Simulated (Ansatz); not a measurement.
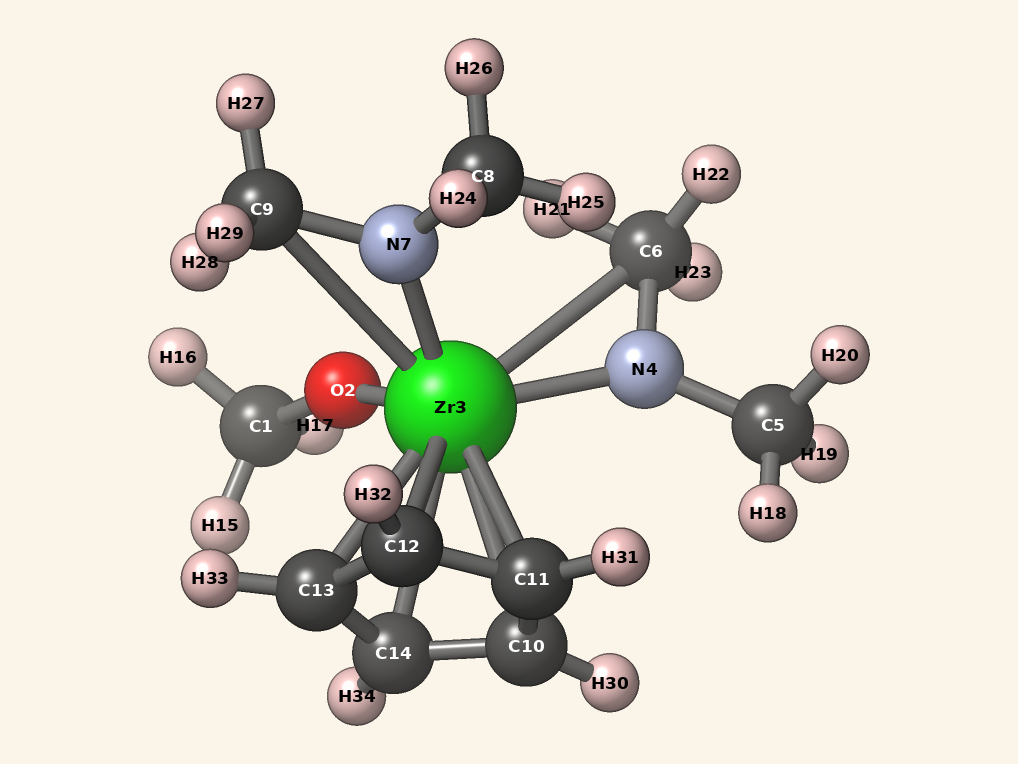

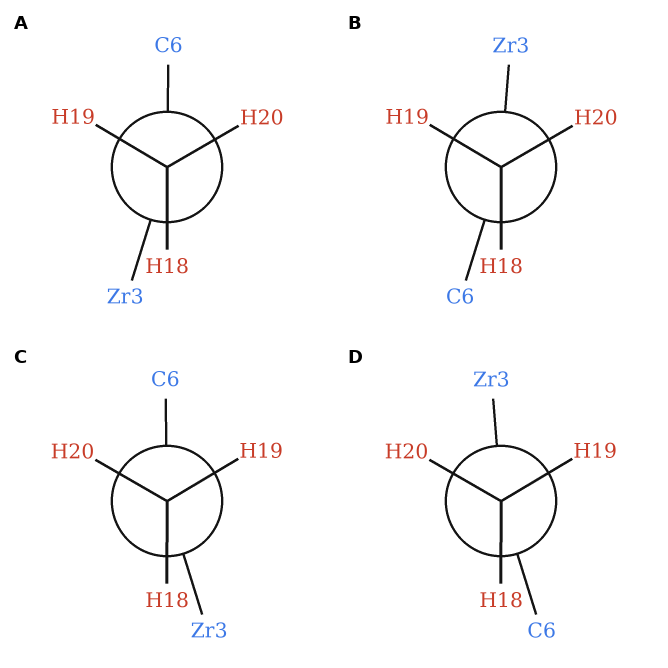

Atoms fade into the background with distance from the viewer. Bonds that would overlap in a projection are set slightly apart. The species is neutral and a spin singlet. The computed structure is the end point of a PBE0-D4/def2-TZVP optimisation. No frequency run is at hand to confirm it as a minimum.

Which Newman projection shows the view along C5–N4, with C5 in front?

Answer. C. The torsion angle H18–C5–N4–Zr3 is −4°, synperiplanar (eclipsed).
